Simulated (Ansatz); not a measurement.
HO4Ta (charge −2)

```xyz
6

Ta    0.2845    0.2941    0.2694
O     0.0794    0.2720    2.0933
O     2.0573    0.4028   -0.1933
O    -0.7012    1.6348   -0.5097
O    -0.5190   -1.4423   -0.5223
H    -1.2011   -1.1614   -1.1375
```

Geometry: PBE0-D4/def2-SVPD; core potentials replace the inner electrons of Ta; the highest occupied orbital lies above zero, a sign that basis and functional describe the outermost electron poorly.

Computed with RKS PBE0-D4/def2-TZVPD in Ansatz 0.2.0.

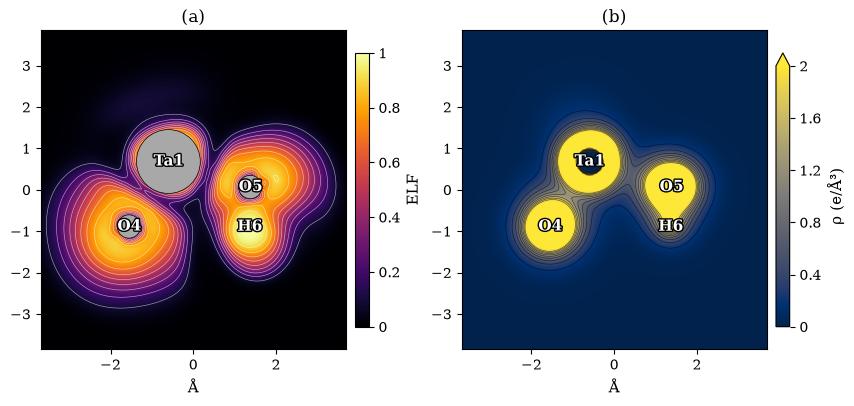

Figure 1. (a) electron localisation function; (b) electron density on the plane of atoms Ta1, O5 and H6. Grey discs cover the atomic cores in the ELF map.

> Read the bonding off the picture.

The section cuts through Ta, O and H sites. Ta–O (1.84 Å): ρ at the midpoint is about 1.3 e/Å³; the ELF peaks at about 0.80 in the valence shell of O, 0.5 Å from its nucleus, and drops to about 0.30 between the two atoms. O–H (0.96 Å): ρ at the midpoint is about 3.6 e/Å³; the ELF climbs to about 1 towards the hydrogen, as it does in any bond to H: an ordinary covalent bond to hydrogen. Ta–O (2.07 Å): ρ at the midpoint is about 0.69 e/Å³; the ELF peaks at about 0.90 in the valence shell of O, 0.6 Å from its nucleus, and drops to about 0.20 between the two atoms.

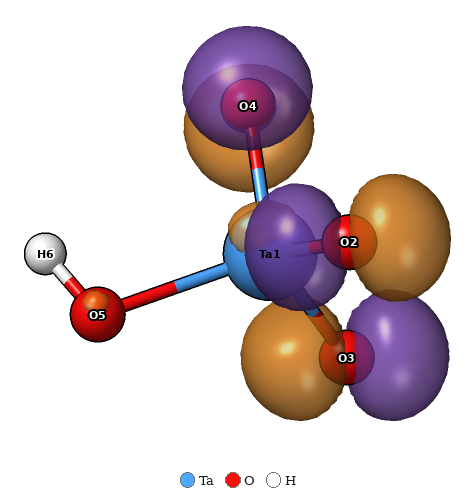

Figure 2. The HOMO−1 at ±0.15 Å⁻³ᐟ² (orange and purple are the two phases), seen from one side.

> What is the character of this orbital?

By Hirshfeld shares it lies mainly on O4 (about 30 %), O2 (about 30 %), O3 (about 30 %) and Ta1 (about 15 %); largely a combination of lone pairs on O4, O2 and O3. Its energy is 2.54 eV.

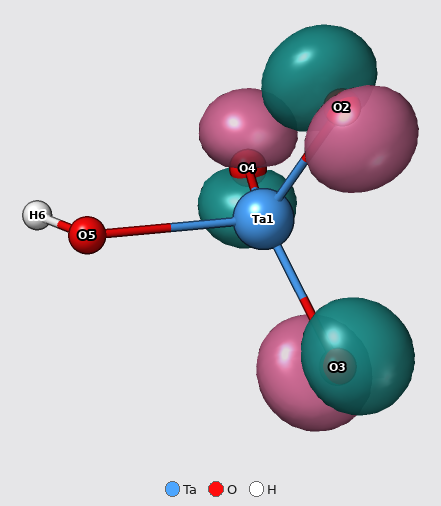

Figure 3. The HOMO at ±0.2 Å⁻³ᐟ² (teal and pink are the two phases), seen at a tilt.

> Describe this orbital and give its energy.

It lies mainly on O2 (about 35 %), O3 (about 35 %) and O4 (about 20 %); largely a combination of lone pairs on O2, O3 and O4. Its energy is 2.78 eV.
